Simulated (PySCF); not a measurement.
SMILES [Ge]([Cl])([CH2]C)([Br])[Cl] at its PBE0/def2-SVP optimised geometry (Å):

```
11

C      1.0998     0.2573     1.1880
C      0.4977    -0.4776     0.0000
Ge    -1.4431    -0.4776     0.0000
Cl    -2.1993     1.5377     0.0000
Cl    -2.2187    -1.4545    -1.7504
Br    -2.2894    -1.5458     1.8496
H      0.7882     1.3124     1.2089
H      0.7984    -0.2012     2.1420
H      2.1993     0.2337     1.1393
H      0.7974    -1.5377    -0.0293
H      0.7945    -0.0289    -0.9620
```

Calculation: PBE0/def2-TZVP run with PySCF.

Map of the deformation density (molecule minus spherical neutral atoms) (e/bohr³) on the plane z = 0.6 Å:

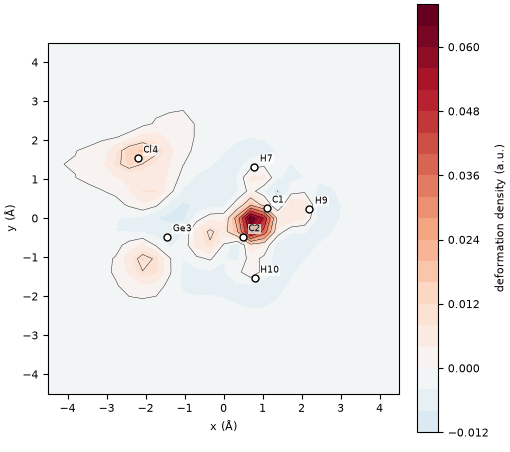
Figure. Deformation density (molecule minus spherical neutral atoms) (e/bohr³) on the plane z = 0.6 Å.
